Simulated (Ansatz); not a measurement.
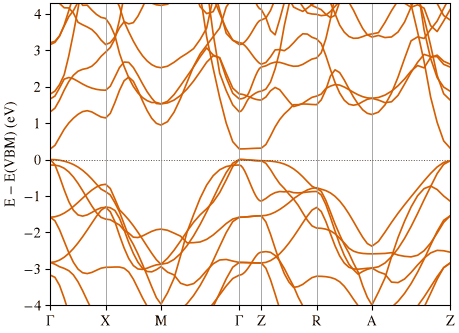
Band structure from r²SCAN (plane waves, PAW; program Ansatz)

**Question.** Read off the gap and where the band edges lie.

**Answer.** About 0.3 eV (0.29 eV by a search for the band edges); maximum at Γ, minimum at Γ.

**Question.** Which of these materials gives this?
A) LaTeCl, P4/nmm (La on 2c, Te on 2c, Cl on 2a)
B) InP, P4_2/mnm (In on 4g, P on 4f)
C) RbZn4As3, P4/mmm (Rb on 1b, Zn on 4i, As on 2h, As on 1a)
D) BaCdAsF, P4/nmm (Ba on 2c, Cd on 2b, As on 2c, F on 2a)

**Answer.** C, RbZn4As3, P4/mmm (Rb on 1b, Zn on 4i, As on 2h, As on 1a)

The workflow started from an entry of the Crystallography Open Database (COD, 200 K). Its standing as an ambient phase is unchecked. Symmetry was held in the r²SCAN relaxation; whether a distortion lowers the energy is not shown. Spin–orbit coupling is left out wherever it is not named.

Potentials: the later of the program's two PAW sets.
